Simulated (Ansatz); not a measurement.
## Alloy series in YN

The parent structure is YN in the rock salt structure (space group Fm-3m, No. 225).

```
YN
1.0
    0.00000     2.45292     2.45292
    2.45292     0.00000     2.45292
    2.45292     2.45292     0.00000
N Y
1 1
Cartesian
  0.00000   0.00000   0.00000
  2.45292   2.45292   2.45292
```

The other end (x = 1) is YB in the rock salt structure (space group Fm-3m, No. 225; a hypothetical phase, not in the database extracts checked): 19.13 Å³/atom, gap zero; this end may not be an ambient phase.

B replaces a fraction x of N; each row is one arrangement (x, atoms in the cell, starting space group or random), fully relaxed.

Method: PBE, PAW, 420 eV (Ansatz, a program for electronic structure; spin-orbit coupling left out).

Notes on the quantities. deviation of the volume from the linear: Vegard-type) interpolation.

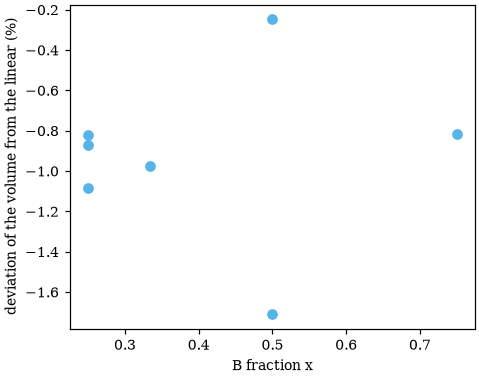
Figure. Deviation of the volume from the linear against B fraction x

| B fraction x | deviation of the volume from the linear |
|---|---|
| x(B) = 0.25, 8 atoms, Pmmm | -1.1 % |
| x(B) = 0.25, 8 atoms, P4/mmm | -0.9 % |
| x(B) = 0.25, 8 atoms, C2/m | -0.8 % |
| x(B) = 0.333, 6 atoms, I4/mmm | -1.0 % |
| x(B) = 0.5, 8 atoms, C2/m | -0.2 % |
| x(B) = 0.5, 8 atoms, I4_1/amd | -1.7 % |
| x(B) = 0.75, 8 atoms, I4/mmm | -0.8 % |

Each cell is one ordered arrangement of few atoms, which overstates ordering effects compared with a random alloy. Whether these cells are dynamically stable was not tested. All final runs are without spin polarisation. YB has a high density of states at the Fermi level and may be magnetic at this level. Under x(B) = 0.5, 8 atoms, C2/m the cell changed shape so far that it is another structure. The zero or small gap of YN can change with the level of theory.
